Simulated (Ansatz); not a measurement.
# SiH₄O + HCl: a complex and its separated parts

The complex below is one end of an elementary step. How strongly is it bound against its free parts?

Method: PBE0-D4/def2-TZVP structures, single points in def2-TZVPP, no counterpoise correction; program: Ansatz 0.2.0, Gaussian basis.

Levels: SPW92, PBE-D4, BLYP-D4, r2SCAN-D4, B97M-V, PBE0-D4, B3LYP-D4, r2SCAN0-D4, BHLYP-D4, CAM-B3LYP-D4, wB97X-V, wB97M-V, B2PLYP, PBE-QIDH, RPA on PBE, Hartree-Fock, MP2, CCSD, CCSD(T).

Cores are frozen in the correlated methods. B3LYP uses VWN-RPA correlation. B2PLYP carries no dispersion term here.

20 further runs of the same task are left out: 20 set aside as unsound or not needed.

## (1) Starting geometry

The complex: 8 atoms, charge 0, spin multiplicity 1.

Atoms are counted from 1 here; the program's logs count them from 0.

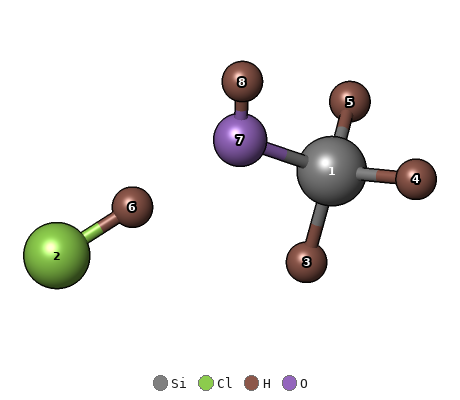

As it starts; silicon grey, chlorine green, hydrogen brown, oxygen purple; atoms are numbered from 1 in the order of the file.

As a file:

```
Si   -1.01419   -0.07317   -0.53402
Cl    2.98978   -0.80273    0.93578
H    -0.48533   -1.34860   -1.06140
H    -1.32202    0.86867   -1.64075
H    -2.24926   -0.30090    0.25937
H     1.83560   -0.24263    0.73247
O     0.19685    0.53246    0.43026
H     0.04857    1.36701    0.87809
```

Its parts: SiH₄O holds atoms 1, 3, 4, 5, 7, 8; HCl holds atoms 2, 6. Each part counts its atoms afresh in its own runs.

## (2) Relaxing SiH₄O alone

The input, relax-a/in.yaml:

```yaml
crystal:
  periodic: [false, false, false]
  atoms:
    - {symbol: Si, position_ang: [-1.014191, -0.073171, -0.534019]}
    - {symbol: H, position_ang: [-0.485330, -1.348598, -1.061395]}
    - {symbol: H, position_ang: [-1.322018, 0.868673, -1.640753]}
    - {symbol: H, position_ang: [-2.249256, -0.300902, 0.259372]}
    - {symbol: O, position_ang: [0.196848, 0.532457, 0.430262]}
    - {symbol: H, position_ang: [0.048568, 1.367006, 0.878090]}
basis:
  gaussian: {orbitals: def2-TZVP}
hamiltonian: {xc: pbe0, dispersion: d4}
relax: {f_tol: 0.005, max_steps: 200}
```

The command line of these runs was not kept.

The log of the run (excerpt; [...] marks lines left out):

```text
Functional definition: PBE0
  name "PBE0"
  cite "Adamo & Barone, J. Chem. Phys. 110, 6158 (1999) doi:10.1063/1.478522"
  cite "Perdew, Burke & Ernzerhof, Phys. Rev. Lett. 77, 3865 (1996) doi:10.1103/PhysRevLett.77.3865"
  parent pbe
[...]
595 factors; their error is unknown
[...]
mean field -9986.22714369 eV, -366.9870786229 hartree, gradient 4.3e-5 eV, S^2 0.000000; 0 other end points of the search recorded, 0 dependent functions left out
[...]
reference -9986.22716918 eV, -366.9870795595 hartree; 13, 13 occupied and 79, 79 virtual orbitals, 595 factors
relax step   1: F+E_penalty+E_count = -9986.28007692 eV  Δ(F+E_penalty+E_count) = +0.000e0 eV  max|allowed force component| = 4.369e-1 eV/Å  Δτ_max = 0.0000 Å  (23 SCF iters, accepted)
[...]
relax step   3: F+E_penalty+E_count = -9986.28624233 eV  Δ(F+E_penalty+E_count) = -1.286e-3 eV  max|allowed force component| = 3.081e-2 eV/Å  Δτ_max = 0.0076 Å  (29 SCF iters, accepted)
[...]
relax step   4: F+E_penalty+E_count = -9986.28628556 eV  Δ(F+E_penalty+E_count) = -4.323e-5 eV  max|allowed force component| = 1.841e-3 eV/Å  Δτ_max = 0.0016 Å  (20 SCF iters, accepted)
595 factors; their error is unknown
mean field -9986.23328678 eV, -366.9873043772 hartree, gradient 1.2e-5 eV, S^2 0.000000; 1 other end points of the search recorded, 0 dependent functions left out
[...]
reference -9986.23331215 eV, -366.9873053096 hartree; 13, 13 occupied and 79, 79 virtual orbitals, 595 factors
Total energy: -9986.28631093 eV, -366.9892529788 hartree
Atom 0 at    -1.002022    -0.065169    -0.522934 Å, force    -0.000496    -0.000422    -0.000379 eV/Å
Atom 1 at    -0.492689    -1.345895    -1.063393 Å, force    -0.000394    -0.000022    -0.000287 eV/Å
Atom 2 at    -1.327358     0.862025    -1.641629 Å, force     0.000330     0.000331     0.000372 eV/Å
Atom 3 at    -2.251535    -0.303847     0.250889 Å, force     0.000302     0.000112     0.000225 eV/Å
Atom 4 at     0.200482     0.531901     0.432380 Å, force     0.001841    -0.001126     0.000632 eV/Å
Atom 5 at     0.047744     1.366451     0.876243 Å, force    -0.001583     0.001128    -0.000563 eV/Å
Dipole moment:    -0.138796     0.233467     0.077480 e Å
```

Run time: 2.4 s. Hardware: 2 threads, shared host; peak memory 0.15 GiB.

Along the way:

| step | energy from step 1 (eV) | largest force component (eV/Å) |
| --- | --- | --- |
| 1 | 0.0000 | 0.4369 |
| 2 | -0.0049 | 0.2183 |
| 3 | -0.0062 | 0.0308 |
| 4 | -0.0062 | 0.0018 |

Distances of close pairs at the start and the end, largest changes first:

| bond | before (Å) | after (Å) | change (Å) |
| --- | --- | --- | --- |
| Si1–O5 | 1.662 | 1.648 | -0.015 |
| Si1–H4 | 1.486 | 1.489 | +0.003 |
| Si1–H3 | 1.485 | 1.489 | +0.003 |
| Si1–H2 | 1.478 | 1.480 | +0.002 |
| O5–H6 | 0.959 | 0.958 | -0.001 |

## (3) Relaxing HCl alone

The input, relax-b/in.yaml:

```yaml
crystal:
  periodic: [false, false, false]
  atoms:
    - {symbol: Cl, position_ang: [2.989778, -0.802735, 0.935776]}
    - {symbol: H, position_ang: [1.835601, -0.242630, 0.732467]}
basis:
  gaussian: {orbitals: def2-TZVP}
hamiltonian: {xc: pbe0, dispersion: d4}
relax: {f_tol: 0.005, max_steps: 200}
```

The log of the run (excerpt; [...] marks lines left out):

```text
[... 5 set-up lines as earlier in the session ...]
[...]
312 factors; their error is unknown
[...]
mean field -12535.31017082 eV, -460.6641520392 hartree, gradient 4.2e-5 eV, S^2 0.000000; 0 other end points of the search recorded, 0 dependent functions left out
[...]
reference -12535.31018627 eV, -460.6641526070 hartree; 9, 9 occupied and 34, 34 virtual orbitals, 312 factors
relax step   1: F+E_penalty+E_count = -12535.31476433 eV  Δ(F+E_penalty+E_count) = +0.000e0 eV  max|allowed force component| = 5.461e-1 eV/Å  Δτ_max = 0.0000 Å  (21 SCF iters, accepted)
[...]
relax step   3: F+E_penalty+E_count = -12535.32103521 eV  Δ(F+E_penalty+E_count) = -1.005e-3 eV  max|allowed force component| = 7.504e-3 eV/Å  Δτ_max = 0.0041 Å  (25 SCF iters, accepted)
[...]
relax step   4: F+E_penalty+E_count = -12535.32103618 eV  Δ(F+E_penalty+E_count) = -9.651e-7 eV  max|allowed force component| = 2.633e-3 eV/Å  Δτ_max = 0.0002 Å  (16 SCF iters, accepted)
312 factors; their error is unknown
mean field -12535.31645820 eV, -460.6643830961 hartree, gradient 2.2e-5 eV, S^2 0.000000; 1 other end points of the search recorded, 0 dependent functions left out
[...]
reference -12535.31647354 eV, -460.6643836600 hartree; 9, 9 occupied and 34, 34 virtual orbitals, 312 factors
Total energy: -12535.32105152 eV, -460.6645518977 hartree
Atom 0 at     2.980913    -0.798433     0.934214 Å, force    -0.002632     0.001277    -0.000464 eV/Å
Atom 1 at     1.844466    -0.246932     0.734029 Å, force     0.002632    -0.001277     0.000464 eV/Å
Dipole moment:    -0.233369     0.113250    -0.041108 e Å
```

Wall time 0.6 s (2 threads, shared host).

Step by step:

| step | energy from step 1 (eV) | largest force component (eV/Å) |
| --- | --- | --- |
| 1 | 0.0000 | 0.5461 |
| 2 | -0.0053 | 0.2235 |
| 3 | -0.0063 | 0.0075 |
| 4 | -0.0063 | 0.0026 |

The bond:

| bond | before (Å) | after (Å) | change (Å) |
| --- | --- | --- | --- |
| Cl1–H2 | 1.299 | 1.279 | -0.020 |

## (4) wB97M-V/def2-TZVPP

The input, parta/in.yaml:

```yaml
crystal:
  periodic: [false, false, false]
  atoms:
    - {symbol: Si, position_ang: [-1.002022, -0.065169, -0.522934]}
    - {symbol: H, position_ang: [-0.492689, -1.345895, -1.063393]}
    - {symbol: H, position_ang: [-1.327358, 0.862025, -1.641629]}
    - {symbol: H, position_ang: [-2.251535, -0.303847, 0.250889]}
    - {symbol: O, position_ang: [0.200482, 0.531901, 0.432380]}
    - {symbol: H, position_ang: [0.047744, 1.366451, 0.876243]}
basis:
  gaussian: {orbitals: def2-TZVPP}
hamiltonian: {xc: {name: wB97M-V}}
```

The input, partb/in.yaml:

```yaml
crystal:
  periodic: [false, false, false]
  atoms:
    - {symbol: Cl, position_ang: [2.980913, -0.798433, 0.934214]}
    - {symbol: H, position_ang: [1.844466, -0.246932, 0.734029]}
basis:
  gaussian: {orbitals: def2-TZVPP}
hamiltonian: {xc: {name: wB97M-V}}
```

Log of parta (excerpt; [...] marks lines left out):

```text
Functional definition: wB97M-V
  name "wB97M-V"
  cite "Mardirossian & Head-Gordon, J. Chem. Phys. 144, 214110 (2016) doi:10.1063/1.4952647"
  cite "Becke, J. Chem. Phys. 107, 8554 (1997) doi:10.1063/1.475007"
  cite "Vydrov & Van Voorhis, J. Chem. Phys. 133, 244103 (2010) doi:10.1063/1.3521275"
  # Of w^i u^j: cxij and so on, Table III.
[...]
  gx(w, u) = 1 - cx + cx01*u + cx10*w
  gss(w, u) = css00 + css04*u^4 + css10*w + css20*w^2 + css43*w^4*u^3
  gos(w, u) = cos00 + cos10*w + (cos20 + cos21*u)*w^2 + (cos60 + cos61*u)*w^6
[...]
      + integral(e_c_pw_mod_opposite_spin*gos(b97_w_opposite, b97_u_opposite)) + vv10(b, c)
678 factors; their error is unknown
163 factors; integrals over basis functions are off by at most 1.4e-5 eV
[...]
mean field -9990.45389970 eV, -367.1424090410 hartree, gradient 4.2e-5 eV, S^2 0.000000; 0 other end points of the search recorded, 0 dependent functions left out
reference -9990.45394187 eV, -367.1424105907 hartree; 13, 13 occupied and 116, 116 virtual orbitals, 678 factors
Total energy: -9990.45394187 eV, -367.1424105907 hartree
```

Output in partb (excerpt; [...] marks lines left out):

```text
[... 5 set-up lines as earlier in the session ...]
  # Of w^i u^j: cxij and so on, Table III.
[...]
  gx(w, u) = 1 - cx + cx01*u + cx10*w
  gss(w, u) = css00 + css04*u^4 + css10*w + css20*w^2 + css43*w^4*u^3
  gos(w, u) = cos00 + cos10*w + (cos20 + cos21*u)*w^2 + (cos60 + cos61*u)*w^6
[...]
      + integral(e_c_pw_mod_opposite_spin*gos(b97_w_opposite, b97_u_opposite)) + vv10(b, c)
369 factors; their error is unknown
62 factors; integrals over basis functions are off by at most 9.0e-5 eV
[...]
mean field -12538.73838348 eV, -460.7901365309 hartree, gradient 5.7e-5 eV, S^2 0.000000; 0 other end points of the search recorded, 0 dependent functions left out
reference -12538.73840653 eV, -460.7901373779 hartree; 9, 9 occupied and 47, 47 virtual orbitals, 369 factors
Total energy: -12538.73840653 eV, -460.7901373779 hartree
```

Wall times: 1.5 s (parta), 0.4 s (partb) on 2 threads, shared host; peak memory 0.24 GiB.

## (5) CCSD(T)/def2-TZVPP

Each input of step 4 (parta, partb) changes in the same lines:

```diff
-hamiltonian: {xc: {name: wB97M-V}}
+correlation: {method: ccsd_t}
```

parta printed (excerpt; [...] marks lines left out):

```text
Functional definition: HF
  name "HF"
  cite "Fock, Z. Phys. 61, 126 (1930) doi:10.1007/BF01340294"
[... 1 set-up line as earlier in the session ...]
[...]
746 factors; integrals over basis functions are off by at most 7.0e-4 eV
[...]
mean field -9965.09477210 eV, -366.2104782909 hartree, gradient 2.3e-6 eV, S^2 0.000000; 0 other end points of the search recorded, 0 dependent functions left out
6 core orbitals not correlated: weight in the atoms' cores, before any rotation towards them, 1.000 or more for the frozen orbitals, at most 0.000 for the correlated occupied ones
reference -9965.09477210 eV, -366.2104782909 hartree; 7, 7 occupied and 116, 116 virtual orbitals, 746 factors
second order -10.23306428 eV of doubles, -0.00000000 eV of singles
cycle   1  -10.56885077 eV  change   -3.4e-1 eV  update   6.9e-2
[...]
cycle   9  -10.90267404 eV  change   -3.6e-6 eV  update   8.1e-6
perturbative correction -0.32819970 eV, -0.0120611164 hartree
Total energy: -9976.32564584 eV, -366.6232052883 hartree
```

Output in partb (excerpt; [...] marks lines left out):

```text
[... 4 set-up lines as earlier in the session ...]
[...]
322 factors; integrals over basis functions are off by at most 1.4e-3 eV
[...]
mean field -12519.93373463 eV, -460.0990784317 hartree, gradient 2.9e-6 eV, S^2 0.000000; 0 other end points of the search recorded, 0 dependent functions left out
5 core orbitals not correlated: weight in the atoms' cores, before any rotation towards them, 1.000 or more for the frozen orbitals, at most 0.000 for the correlated occupied ones
reference -12519.93373463 eV, -460.0990784317 hartree; 4, 4 occupied and 47, 47 virtual orbitals, 322 factors
second order -5.53928029 eV of doubles, -0.00000000 eV of singles
cycle   1  -5.96030447 eV  change   -4.2e-1 eV  update   3.9e-2
[...]
cycle   7  -6.10185661 eV  change   -5.9e-6 eV  update   7.9e-6
perturbative correction -0.21572964 eV, -0.0079279182 hartree
Total energy: -12526.25132088 eV, -460.3312454442 hartree
```

Wall times: 2.7 s (parta), 0.25 s (partb) on 2 threads, shared host; peak memory 0.67 GiB.

## (6) Vibrations of SiH₄O

The input, vib-parta/in.yaml:

```yaml
crystal:
  periodic: [false, false, false]
  atoms:
    - {symbol: Si, position_ang: [-1.002022, -0.065169, -0.522934]}
    - {symbol: H, position_ang: [-0.492689, -1.345895, -1.063393]}
    - {symbol: H, position_ang: [-1.327358, 0.862025, -1.641629]}
    - {symbol: H, position_ang: [-2.251535, -0.303847, 0.250889]}
    - {symbol: O, position_ang: [0.200482, 0.531901, 0.432380]}
    - {symbol: H, position_ang: [0.047744, 1.366451, 0.876243]}
basis:
  gaussian: {orbitals: def2-TZVP}
hamiltonian: {xc: pbe0, dispersion: d4}
phonons: {temperatures: {t_min: 298.15, t_max: 900, t_step: 200}}
```

The log of the run (excerpt; [...] marks lines left out):

```text
[... 5 set-up lines as earlier in the session ...]
[...]
595 factors; their error is unknown
[...]
mean field -9986.23328687 eV, -366.9873043804 hartree, gradient 4.1e-5 eV, S^2 0.000000; 0 other end points of the search recorded, 0 dependent functions left out
[...]
reference -9986.23331224 eV, -366.9873053127 hartree; 13, 13 occupied and 79, 79 virtual orbitals, 595 factors
[... from here to the last solve, the lines of the solves are left out (35 solves) ...]
595 factors; their error is unknown
mean field -9986.23324940 eV, -366.9873030036 hartree, gradient 1.8e-6 eV, S^2 0.000000; 0 other end points of the search recorded, 0 dependent functions left out
[...]
reference -9986.23327477 eV, -366.9873039356 hartree; 13, 13 occupied and 79, 79 virtual orbitals, 595 factors
Total energy: -9986.28631102 eV, -366.9892529820 hartree
Atom 0 at    -1.002022    -0.065169    -0.522934 Å, force    -0.000495    -0.000430    -0.000366 eV/Å
Atom 1 at    -0.492689    -1.345895    -1.063393 Å, force    -0.000394    -0.000017    -0.000285 eV/Å
Atom 2 at    -1.327358     0.862025    -1.641629 Å, force     0.000328     0.000337     0.000363 eV/Å
Atom 3 at    -2.251535    -0.303847     0.250889 Å, force     0.000306     0.000112     0.000223 eV/Å
Atom 4 at     0.200482     0.531901     0.432380 Å, force     0.001839    -0.001133     0.000627 eV/Å
Atom 5 at     0.047744     1.366451     0.876243 Å, force    -0.001585     0.001131    -0.000562 eV/Å
Dipole moment:    -0.138796     0.233467     0.077480 e Å
Vibrations: 195.44 679.77 719.07 847.34 907.85 946.76 967.02 993.25 2208.51 2213.56 2260.51 3931.35 cm⁻¹, zero-point energy 1.045833 eV
```

Wall time 12 s (2 threads, shared host); peak memory 0.15 GiB.

The modes, with what each moves most:

| mode | wavenumber (cm⁻¹) | character |
| --- | --- | --- |
| 1 | 195 | torsion |
| 2 | 680 | bend |
| 3 | 719 | bend |
| 4 | 847 | bend with Si–O stretch |
| 5 | 908 | bend with Si–O stretch |
| 6 | 947 | bend with torsion |
| 7 | 967 | bend with torsion |
| 8 | 993 | bend |
| 9 | 2209 | Si–H stretch |
| 10 | 2214 | Si–H stretch |
| 11 | 2261 | Si–H stretch |
| 12 | 3931 | O–H stretch |

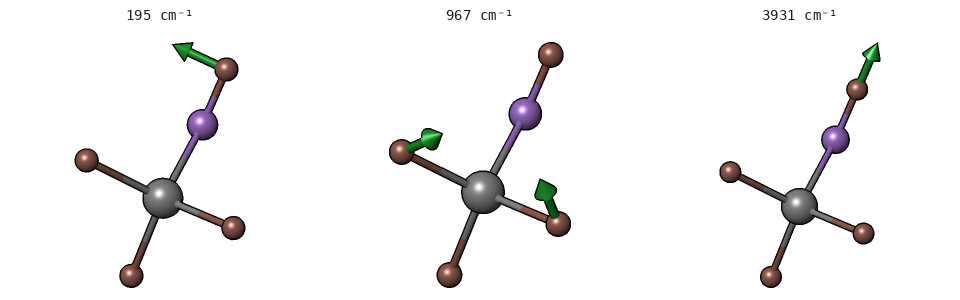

How the atoms move in 3 of the modes.

Vibrational sums (real modes only):

| T (K) | entropy (J/mol/K) | heat capacity (J/mol/K) |
| --- | --- | --- |
| 298 | 14.3 | 24.4 |
| 498 | 32.1 | 45.2 |
| 698 | 49.7 | 58.7 |
| 898 | 65.6 | 68.0 |

## (7) Vibrations of HCl

The input, vib-partb/in.yaml:

```yaml
crystal:
  periodic: [false, false, false]
  atoms:
    - {symbol: Cl, position_ang: [2.980913, -0.798433, 0.934214]}
    - {symbol: H, position_ang: [1.844466, -0.246932, 0.734029]}
basis:
  gaussian: {orbitals: def2-TZVP}
hamiltonian: {xc: pbe0, dispersion: d4}
phonons: {temperatures: {t_min: 298.15, t_max: 900, t_step: 200}}
```

The log of the run (excerpt; [...] marks lines left out):

```text
[... 5 set-up lines as earlier in the session ...]
[...]
312 factors; their error is unknown
[...]
mean field -12535.31645820 eV, -460.6643830962 hartree, gradient 4.2e-5 eV, S^2 0.000000; 0 other end points of the search recorded, 0 dependent functions left out
[...]
reference -12535.31647355 eV, -460.6643836601 hartree; 9, 9 occupied and 34, 34 virtual orbitals, 312 factors
[...]
312 factors; their error is unknown
[...]
mean field -12535.31645819 eV, -460.6643830958 hartree, gradient 1.1e-6 eV, S^2 0.000000; 0 other end points of the search recorded, 0 dependent functions left out
[...]
reference -12535.31647354 eV, -460.6643836598 hartree; 9, 9 occupied and 34, 34 virtual orbitals, 312 factors
[...]
312 factors; their error is unknown
mean field -12535.31636597 eV, -460.6643797069 hartree, gradient 4.5e-7 eV, S^2 0.000000; 0 other end points of the search recorded, 0 dependent functions left out
[...]
reference -12535.31638130 eV, -460.6643802703 hartree; 9, 9 occupied and 34, 34 virtual orbitals, 312 factors
[...]
312 factors; their error is unknown
[...]
mean field -12535.31634821 eV, -460.6643790540 hartree, gradient 6.3e-7 eV, S^2 0.000000; 0 other end points of the search recorded, 0 dependent functions left out
[...]
reference -12535.31636356 eV, -460.6643796183 hartree; 9, 9 occupied and 34, 34 virtual orbitals, 312 factors
Total energy: -12535.32105153 eV, -460.6645518978 hartree
Atom 0 at     2.980913    -0.798433     0.934214 Å, force    -0.002614     0.001268    -0.000460 eV/Å
Atom 1 at     1.844466    -0.246932     0.734029 Å, force     0.002614    -0.001268     0.000460 eV/Å
Dipole moment:    -0.233369     0.113251    -0.041108 e Å
Vibrations: 2996.26 cm⁻¹, zero-point energy 0.185744 eV
```

It took 1.1 s on 2 threads, shared host.

The modes, with what each moves most:

| mode | wavenumber (cm⁻¹) | character |
| --- | --- | --- |
| 1 | 2996 | Cl–H stretch |

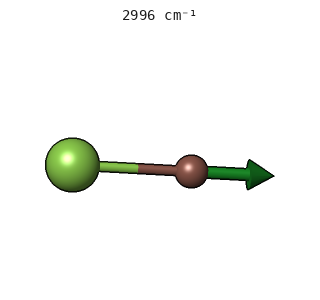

How the atoms move in 1 of the modes.

Vibrational sums (real modes only):

| T (K) | entropy (J/mol/K) | heat capacity (J/mol/K) |
| --- | --- | --- |
| 298 | 0.0 | 0.0 |
| 498 | 0.0 | 0.1 |
| 698 | 0.1 | 0.7 |
| 898 | 0.4 | 1.6 |

## (8) Complex less separated parts

The complex's own energies come from single points at the same levels. Levels not printed above were run the same way.

Rows are in def2-TZVPP; times add the 3 runs of a level on a shared host, so small differences are noise.

Differences are taken before rounding.

| method | rung | complex less parts (eV) | from CCSD(T) (eV) | time |
| --- | --- | --- | --- | --- |
| SPW92 | LDA | -0.386 | -0.176 | 1.1 s |
| PBE-D4 | GGA | -0.273 | -0.063 | 1.5 s |
| BLYP-D4 | GGA | -0.259 | -0.049 | 1.5 s |
| r2SCAN-D4 | meta-GGA | -0.242 | -0.032 | 3 s |
| B97M-V | meta-GGA | -0.218 | -0.008 | 5 s |
| PBE0-D4 | hybrid | -0.255 | -0.045 | 2.1 s |
| B3LYP-D4 | hybrid | -0.254 | -0.044 | 2.2 s |
| r2SCAN0-D4 | hybrid | -0.238 | -0.028 | 3.4 s |
| BHLYP-D4 | hybrid | -0.247 | -0.037 | 1.9 s |
| CAM-B3LYP-D4 | range-separated hybrid | -0.262 | -0.052 | 2.5 s |
| wB97X-V | range-separated hybrid | -0.227 | -0.017 | 5.2 s |
| wB97M-V | range-separated hybrid | -0.225 | -0.014 | 5.4 s |
| B2PLYP | double hybrid | -0.209 | +0.001 | 3.5 s |
| PBE-QIDH | double hybrid | -0.223 | -0.013 | 3.5 s |
| RPA on PBE | RPA | -0.169 | +0.041 | 3.4 s |
| Hartree-Fock | wavefunction | -0.101 | +0.109 |  |
| MP2 | wavefunction | -0.233 | -0.023 |  |
| CCSD | wavefunction | -0.190 | +0.020 |  |
| CCSD(T) | wavefunction | -0.210 | 0 | 16 s |

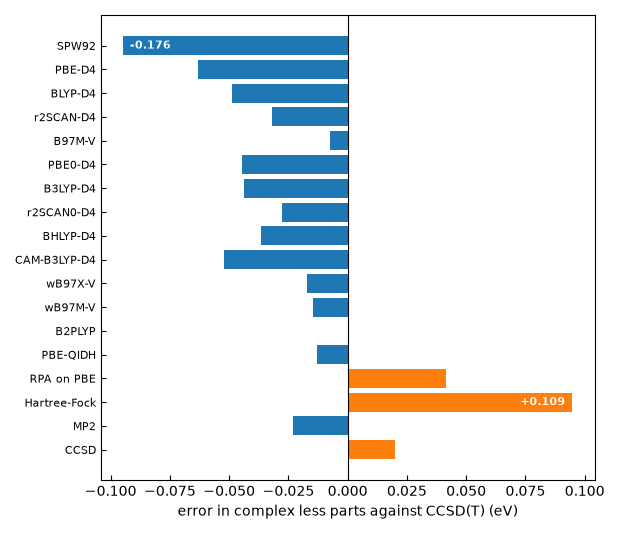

Error of each method against CCSD(T). Bars with a number in them are cut short.

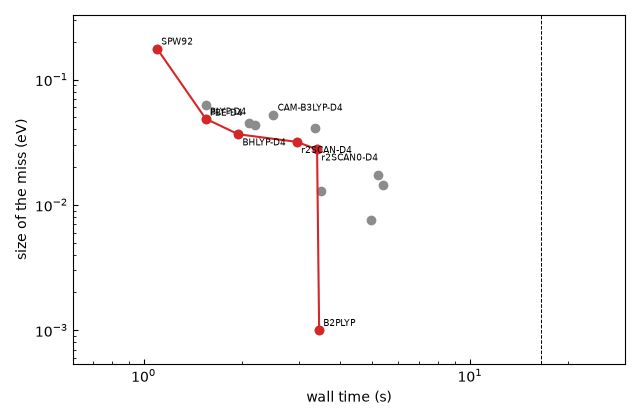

Miss against cost. Red marks the levels that no quicker level drawn beats (of those quicker than the yardstick), and the dashed line is the time of CCSD(T). Only those levels and the largest misses are named. Misses under 0.001 eV are drawn at that value. Times are from a shared host.

B2PLYP reaches 0.001 eV from the reference in 3.5 s, where CCSD(T) took 16 s; the quickest level in the cost chart, SPW92, takes 1.1 s and misses by 0.176 eV.

The complex's zero-point energy, from a separate PBE0-D4 run, is 1.292 eV.

## (9) Summary of results

| quantity | value |
| --- | --- |
| complex less parts, CCSD(T)/def2-TZVPP | -0.210 eV |
| with zero-point energy | -0.150 eV |
| largest T1 diagnostic | 0.011 |

**Reading.** At CCSD(T) the complex lies 0.210 eV below its parts. Among the functionals B2PLYP lands nearest to CCSD(T) (+0.001 eV) and SPW92 farthest (-0.176 eV). By rung, the mean size of the error is: LDA 0.176, GGA 0.056, meta-GGA 0.020, hybrid 0.038, range-separated hybrid 0.028, double hybrid 0.007 eV. PBE-D4 gives a relative energy 0.063 eV too low, outside chemical accuracy (1 kcal/mol, 0.043 eV). No counterpoise was applied, and triple zeta lacks some correlation, so the CCSD(T) reference has a basis error of its own, and close matches with it are partly luck.
